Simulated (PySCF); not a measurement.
# One shape, several levels: CH5N (methylamine)

Aim: a comparison of 6 runs (HF/STO-3G, B3LYP/6-31G, B3LYP/6-31G*, B2PLYP/def2-SVPD, MP2/def2-SVPD, CCSD(T)/def2-SVP) of CH5N (methylamine). Input form: a Python script.

Program for the calculation: PySCF 2.14.0.

## 1. The molecule

CH5N has 7 atoms, charge 0, and is taken as a singlet. SMILES: `CN`. The coordinates come from a PBE0-D4/def2-TZVP relaxation.

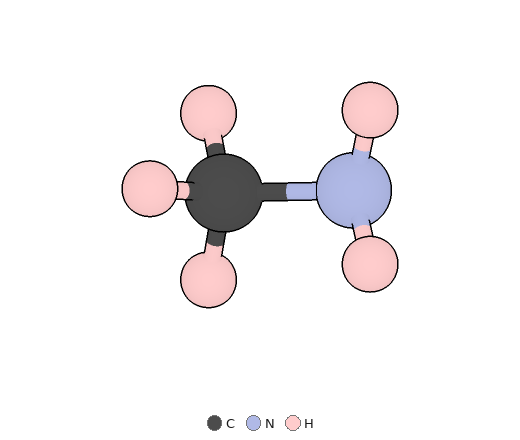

Viewed from a chosen angle; carbon dark grey, nitrogen light blue, hydrogen pink.

## 2. Energy and gradient at HF/STO-3G (run 1)

Contents of input.xyz:

```xyz
7

C     -0.473800    -0.138400    -0.281500
N      0.801600     0.390900     0.170500
H     -0.984400    -0.806400     0.427500
H     -0.327200    -0.690700    -1.212500
H     -1.150500     0.689300    -0.505500
H      1.448000    -0.360600     0.373500
H      0.686300     0.915800     1.027900
```

Contents of input.py:

```python
# CN
from pyscf import gto, scf

molecule = gto.M(
    atom='input.xyz',
    spin=0,
    verbose=3,
    basis='sto-3g',
    max_memory=1860,
)

mf = scf.RHF(molecule)
mf.conv_tol = 1e-10
mf.kernel()
if not mf.converged:
    mf = mf.newton().run(mf.mo_coeff, mf.mo_occ)

e_tot = mf.e_tot
print('Final energy', e_tot)
grad = mf.nuc_grad_method().kernel()
dip = mf.dip_moment()
pop, q = mf.mulliken_pop()
```

Command:

```sh
$ OMP_NUM_THREADS=1 python input.py
```

The program printed:

```text
converged SCF energy = -94.0308500934375
Final energy -94.03085009343748
--------------- RHF gradients ---------------
         x                y                z
0 C     0.0236194276     0.0097879888     0.0085616140
1 N    -0.0125604569    -0.0160994330     0.0165674546
2 H    -0.0036092742    -0.0030065808     0.0016276846
3 H    -0.0006075428    -0.0002781039    -0.0028925730
4 H    -0.0016058257     0.0014228217    -0.0020146538
5 H    -0.0096482759     0.0158642466    -0.0049154749
6 H     0.0044119478    -0.0076909395    -0.0169340514
----------------------------------------------
Dipole moment(X, Y, Z, Debye): -0.47505, -0.84456,  1.09435
 ** Mulliken pop  **
pop of  0 C 1s            1.99213
pop of  0 C 2s            1.16947
pop of  0 C 2px           0.90724
pop of  0 C 2py           1.00837
pop of  0 C 2pz           1.00900
pop of  1 N 1s            1.99521
pop of  1 N 2s            1.55747
pop of  1 N 2px           1.12995
pop of  1 N 2py           1.30283
pop of  1 N 2pz           1.41742
pop of  2 H 1s            0.95579
pop of  3 H 1s            0.93463
pop of  4 H 1s            0.93461
pop of  5 H 1s            0.84293
pop of  6 H 1s            0.84295
 ** Mulliken atomic charges  **
charge of    0C =     -0.08621
charge of    1N =     -0.40288
charge of    2H =      0.04421
charge of    3H =      0.06537
charge of    4H =      0.06539
charge of    5H =      0.15707
charge of    6H =      0.15705
```

It took 2.4 s on 1 thread of Intel Xeon at 2.50GHz (Skylake/Cascade Lake), shared host; peak memory 0.12 GiB.

## 3. Energy and forces at B3LYP/6-31G (run 2)

Contents of job.py:

```python
# CN
from pyscf import gto, dft

molecule = gto.M(
    atom='''
C     -0.895352    -0.261538    -0.531958
N      1.514804     0.738694     0.322198
H     -1.860246    -1.523875     0.807858
H     -0.618318    -1.305234    -2.291293
H     -2.174130     1.302588    -0.955257
H      2.736323    -0.681435     0.705813
H      1.296919     1.730611     1.942449
''',
    basis='6-31g',
    spin=0,
    verbose=4,
    charge=0,
    unit='bohr',
    max_memory=1860,
)

mf = dft.RKS(molecule)
mf.xc = 'b3lyp'
mf.conv_tol = 1e-10
mf.grids.level = 5
mf.kernel()
if not mf.converged:
    mf = mf.newton().run(mf.mo_coeff, mf.mo_occ)

energy = mf.e_tot
print('E = %.10f Eh' % energy)
grad = mf.nuc_grad_method().kernel()
mf.analyze()
```

Command:

```sh
$ OMP_NUM_THREADS=1 python job.py
```

The program printed:

```text
PySCF version 2.14.0

[... 93 lines left out ...]
DFT Exchange-Correlation Energy =      -14.229144490486213
[... 8 lines left out ...]
MO #7   energy= -0.402638535630867 occ= 2
[... 6 lines left out ...]
MO #14  energy= 0.184392395390681  occ= 0
[... 6 lines left out ...]
MO #21  energy= 0.814335764442475  occ= 0
[... 6 lines left out ...]
MO #28  energy= 1.53343650038848   occ= 0
[... 38 lines left out ...]
Dipole moment(X, Y, Z, Debye): -0.52549, -0.97343,  1.28699
```

It took 18 s on 1 thread of Intel Xeon at 2.50GHz (Skylake/Cascade Lake), shared host; peak memory 0.35 GiB.

Runs 3 to 5 aren't shown in full; the table further down has their settings and results.

## 4. The energy at CCSD(T)/def2-SVP (run 6)

Contents of job.py:

```python
from pyscf import gto, scf, cc

mol = gto.M(
    atom='''
C   -0.473800  -0.138400  -0.281500
N    0.801600   0.390900   0.170500
H   -0.984400  -0.806400   0.427500
H   -0.327200  -0.690700  -1.212500
H   -1.150500   0.689300  -0.505500
H    1.448000  -0.360600   0.373500
H    0.686300   0.915800   1.027900
''',
    verbose=4,
    basis='def2-svp',
    max_memory=1860,
)

mf = scf.RHF(mol)
mf.conv_tol = 1e-10
mf.kernel()
if not mf.converged:
    mf = mf.newton().run(mf.mo_coeff, mf.mo_occ)

mycc = cc.CCSD(mf, frozen=2)
mycc.kernel()
e_t = mycc.ccsd_t()
e_tot = mycc.e_tot + e_t
print('E(%s) = %.9f' % ('CCSD(T)', e_tot))
dip = mf.dip_moment()
pop, q = mf.mulliken_pop()
```

Command:

```sh
$ OMP_NUM_THREADS=1 python job.py
```

The program printed:

```text
PySCF version 2.14.0

[... 61 lines left out ...]
converged SCF energy = -95.1454327307887
[... 12 lines left out ...]
Init t2, MP2 energy = -95.4700166641299  E_corr(MP2) -0.324583933341127
[... 12 lines left out ...]
CCSD converged
[... 3 lines left out ...]
Dipole moment(X, Y, Z, Debye): -0.45867, -0.82785,  1.08093
[... 61 lines left out ...]
charge of    6H =      0.11109
```

Wall time 8.4 s (1 thread of Intel Xeon at 2.50GHz (Skylake/Cascade Lake), shared host); peak memory 0.16 GiB.

## 5. All runs side by side

```
run                               level  integration grid      task  energy (Eh)  dipole moment (D) of the reference  HOMO energy (eV)  LUMO energy (eV)  wall time
  1                           HF/STO-3G                 –  gradient   -94.030850                                1.46             -8.72             17.09      2.4 s
  2                         B3LYP/6-31G                 5  gradient   -95.823629                                1.70             -5.90              2.26       18 s
  3  B3LYP/6-31G* (spherical functions)                 5  gradient   -95.851175                                1.41             -6.13              2.39       23 s
  4                    B2PLYP/def2-SVPD                 5    energy   -95.687827                                1.34             -8.27              1.53       24 s
  5                       MP2/def2-SVPD                 –  gradient   -95.496134                                1.39            -10.62              2.87       18 s
  6                    CCSD(T)/def2-SVP                 –    energy   -95.508524                                1.44            -10.48              4.88      8.4 s
```

## 6. Summary of results

```
                                          quantity         value
                               run 6: total energy  -95.50852 Eh
       run 6: dipole moment (Hartree–Fock density)        1.44 D
        run 6: HOMO energy (Hartree–Fock orbitals)     -10.48 eV
        run 6: LUMO energy (Hartree–Fock orbitals)       4.88 eV
      run 6: HOMO–LUMO gap (Hartree–Fock orbitals)      15.36 eV
run 6: correlation energy (2 core orbitals frozen)    -363.1 mEh
                             run 6: (T) correction     -8.34 mEh
                              run 6: T1 diagnostic         0.006
```

In words: Over runs 1, 2, 3, 4 the dipole moment (its size) runs from 1.34 D (B2PLYP/def2-SVPD) to 1.70 D (B3LYP/6-31G). The two ends differ in method and basis. A double hybrid's value is that of its SCF part. Over runs 1, 2, 3, 4 the HOMO–LUMO gap runs from 8.16 eV (B3LYP/6-31G) to 25.81 eV (HF/STO-3G). Totals of different functionals can't be ranked against each other. In run 1 the basis is minimal, so the values are rough. All runs together took 94 s, the longest 24 s.
